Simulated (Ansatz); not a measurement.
# BGeH3Cl2 (SMILES Cl[B](Cl)[GeH3]) at HF/cc-pVDZ

Aim: the vertical singlet–triplet gap of BGeH3Cl2 at HF/cc-pVDZ, from 2 runs. 

The calculation is run with Ansatz 0.2.0.

72 further runs of the same task are left out: 72 set aside as unsound or not needed.

### Step 1. The system as given

BGeH3Cl2 has 7 atoms, charge 0, and is taken as a singlet. SMILES: `Cl[B](Cl)[GeH3]`. Geometry: relaxed at PBE0-D4/def2-TZVP.

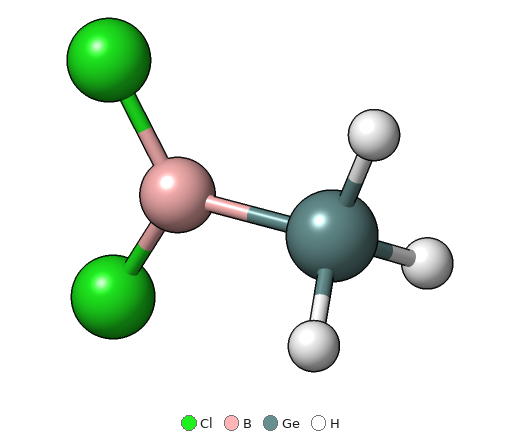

Viewed from a chosen angle; chlorine green, boron pink, germanium teal, hydrogen white.

### Step 2. The energy at HF/cc-pVDZ

The input, job.yaml:

```yaml
crystal:
  periodic: [false, false, false]
  atoms:
    - symbol: Cl
      position_ang: [1.749500, -1.428200, 1.208700]
    - symbol: B
      position_ang: [0.206400, -1.021900, 0.511500]
    - symbol: Cl
      position_ang: [-1.082400, -2.191800, 0.604700]
    - symbol: Ge
      position_ang: [-0.123100, 0.798500, -0.412200]
    - symbol: H
      position_ang: [-0.556200, 0.560600, -1.868300]
    - symbol: H
      position_ang: [-1.266100, 1.534300, 0.306700]
    - symbol: H
      position_ang: [1.133300, 1.680500, -0.396700]
basis:
  gaussian:
    orbitals: cc-pVDZ
hamiltonian:
  xc: hf
accuracy: high
output:
  orbitals: {seedname: orbitals}
```

Run with:

```sh
$ ansatz run job.yaml --threads 1 --pin off --max-ram 3480MiB --events-out events.jsonl --progress --plain --runs-dir runs
```

Standard output:

```text
Warning: RAYON_NUM_THREADS=1 ignored (pool sized by the plan → 1); use --threads N
Functional definition: HF
  name "HF"
  exchange = exact_x
  correlation = 0
2113 factors; integrals over basis functions are off by at most 4.4e-9 eV
mean field evaluation 1: about -82199.8580 eV, gradient 1.8e1 eV
mean field evaluation 2: about -82199.9132 eV, gradient 1.8e1 eV
mean field evaluation 4: about -82201.2894 eV, gradient 2.5e0 eV
mean field evaluation 8: about -82201.3232 eV, gradient 8.9e-2 eV
mean field -82201.32330390 eV, -3020.8429133603 hartree, gradient 6.9e-8 eV, S^2 0.000000; 0 other end points of the search recorded, 0 dependent functions left out
reference -82201.32330390 eV, -3020.8429133603 hartree; 37, 37 occupied and 55, 55 virtual orbitals, 2113 factors
Total energy: -82201.32330390 eV, -3020.8429133603 hartree
```

Run time: 5.1 s. Hardware: 1 thread of Arm Neoverse V1, shared host; peak memory 0.32 GiB.

### Step 3. The triplet, same level

The input, run.yaml:

```yaml
crystal:
  periodic: [false, false, false]
  atoms:
    - {symbol: Cl, position_ang: [1.749500, -1.428200, 1.208700]}
    - {symbol: B, position_ang: [0.206400, -1.021900, 0.511500]}
    - {symbol: Cl, position_ang: [-1.082400, -2.191800, 0.604700]}
    - {symbol: Ge, position_ang: [-0.123100, 0.798500, -0.412200]}
    - {symbol: H, position_ang: [-0.556200, 0.560600, -1.868300]}
    - {symbol: H, position_ang: [-1.266100, 1.534300, 0.306700]}
    - {symbol: H, position_ang: [1.133300, 1.680500, -0.396700]}
basis:
  gaussian: {orbitals: cc-pVDZ}
magnetization: {spin_polarized: true, initial_magnetization: 2}
hamiltonian: {xc: hf}
accuracy: high
output: {orbitals: {seedname: orbitals}}
```

Run with:

```sh
$ ansatz run run.yaml --threads 1 --pin off --max-ram 3480MiB --events-out events.jsonl --progress --plain --runs-dir runs
```

Standard output:

```text
Warning: RAYON_NUM_THREADS=1 ignored (pool sized by the plan → 1); use --threads N
[... 4 set-up lines as earlier in the session ...]
2113 factors; integrals over basis functions are off by at most 4.4e-9 eV
mean field evaluation 1: about -82195.3002 eV, gradient 1.2e1 eV
mean field evaluation 2: about -82195.3793 eV, gradient 1.2e1 eV
mean field evaluation 4: about -82196.9904 eV, gradient 2.7e0 eV
mean field evaluation 8: about -82197.1203 eV, gradient 2.2e-1 eV
mean field evaluation 16: about -82197.1222 eV, gradient 1.7e-7 eV
mean field -82197.12219227 eV, -3020.6885253555 hartree, gradient 2.3e-8 eV, S^2 2.015116; 0 other end points of the search recorded, 0 dependent functions left out
reference -82197.12219227 eV, -3020.6885253555 hartree; 38, 36 occupied and 54, 56 virtual orbitals, 2113 factors
Total energy: -82197.12219227 eV, -3020.6885253555 hartree
```

Wall time 7.8 s (1 thread of Arm Neoverse V1, shared host); peak memory 0.46 GiB.

### Step 4. Summary of results

Level: HF/cc-pVDZ.

```
                                        quantity           value
                           singlet: total energy  -3020.84291 Eh
                            singlet: HOMO energy       -11.17 eV
                            singlet: LUMO energy         1.61 eV
                          singlet: HOMO–LUMO gap        12.78 eV
                           triplet: total energy  -3020.68853 Eh
     triplet: HOMO energy (highest over α and β)        -7.11 eV
      triplet: LUMO energy (lowest over α and β)        -2.48 eV
                                   triplet: ⟨S²⟩           2.015
vertical energy of the triplet above the singlet        4.201 eV
```

What this shows: At this shape the triplet lies 4.20 eV (405 kJ/mol) above the singlet.
